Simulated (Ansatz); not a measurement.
## Electronic structure of BH5OSSi in real space

```yaml
atoms:
  - { symbol: Si, position_ang: [-1.2216, 0.7982, 0.5530] }
  - { symbol: O, position_ang: [0.3123, 0.2747, 0.0488] }
  - { symbol: B, position_ang: [0.6913, -0.9226, -0.5007] }
  - { symbol: S, position_ang: [2.4315, -1.2399, -0.9513] }
  - { symbol: H, position_ang: [-1.1663, 1.0548, 2.0274] }
  - { symbol: H, position_ang: [-1.5299, 2.0745, -0.1665] }
  - { symbol: H, position_ang: [-2.2688, -0.2321, 0.2483] }
  - { symbol: H, position_ang: [-0.0893, -1.8198, -0.7152] }
  - { symbol: H, position_ang: [2.9290, -0.0339, -0.5611] }
```

Computed with UKS revPBE/6-31G* (Ansatz 0.2.0).

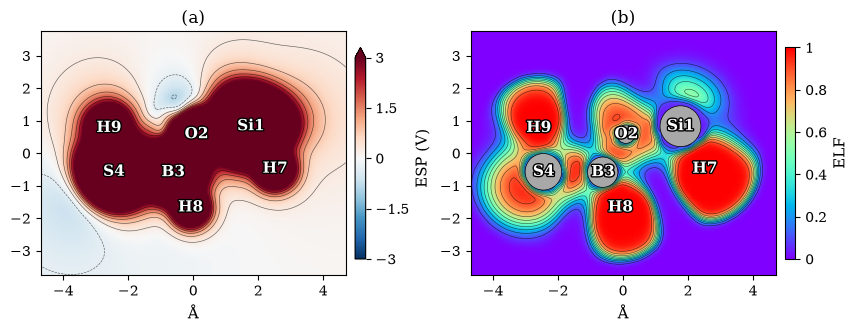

Figure 1. (a) electrostatic potential; (b) ELF on the plane of atoms O2, Si1 and H7. Grey discs cover the atomic cores in the ELF map.

Describe what can be read from this map.

The plane passes through Si, O, B, S and H nuclei. B–O (1.37 Å): the ELF peaks at about 0.90 between the atoms (a polar covalent bond). Si–O (1.70 Å): the ELF peaks at about 0.85 between the atoms, as expected for a polar covalent bond. B–S (1.83 Å): the ELF peaks at about 0.95 between the atoms; a shared electron pair. B–H (1.21 Å): the ELF climbs to about 1 towards the hydrogen, as it does in any bond to H (a covalent bond by its length). S–H (1.36 Å): the ELF climbs to about 1 towards the hydrogen. The ELF also peaks beside S4 and O2, away from the bonds: lone-pair regions. Outside the dense part of the molecule the potential is most negative (−0.8 V) near O2.

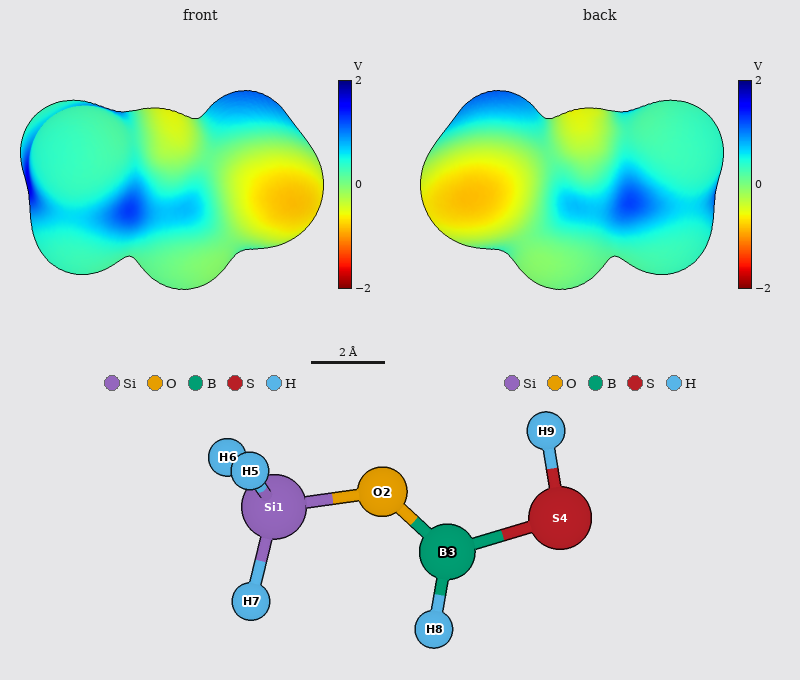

Figure 2. The molecular electrostatic potential painted on the density surface at 0.002 e/bohr³, seen from the front and from behind; red is negative and blue positive. The bare structure is drawn below in the same view.

Where is the surface potential most negative and most positive?

The most negative region (about −0.8 V) lies over S4, the most positive (about +1.5 V) over Si1.

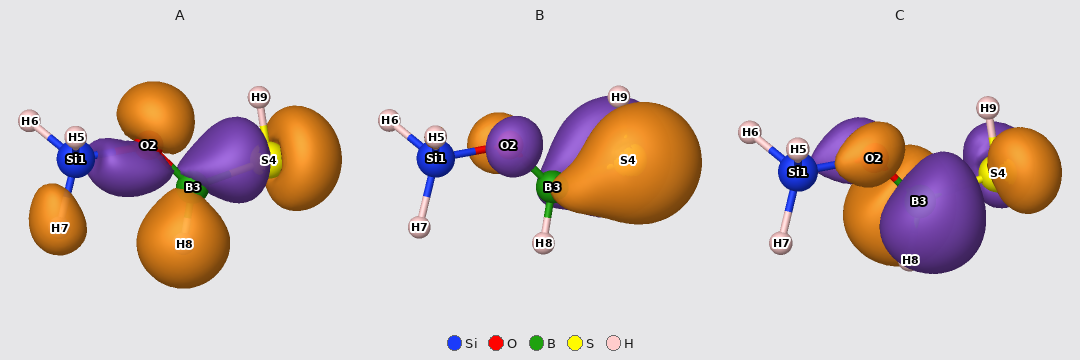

Figure 3. Three frontier orbitals at ±0.1 Å⁻³ᐟ² (orange and purple are the two phases), in no order.

Order the three orbitals by energy and name them.

A is the HOMO−1 (−7.17 eV). By Hirshfeld shares it lies mainly on O2 (about 30 %), S4 (about 30 %), B3 (about 15 %) and H8 (about 15 %). B is the HOMO (−6.35 eV). It lies mainly on S4 (about 75 %), B3 (about 10 %) and O2 (about 10 %); largely a lone pair of S4. C is the LUMO (−0.83 eV). Its weight (Hirshfeld) is mainly on B3 (about 55 %), S4 (about 20 %), O2 (about 15 %) and H8 (about 5 %).

What is the HOMO–LUMO gap?

5.52 eV between the orbital energies.
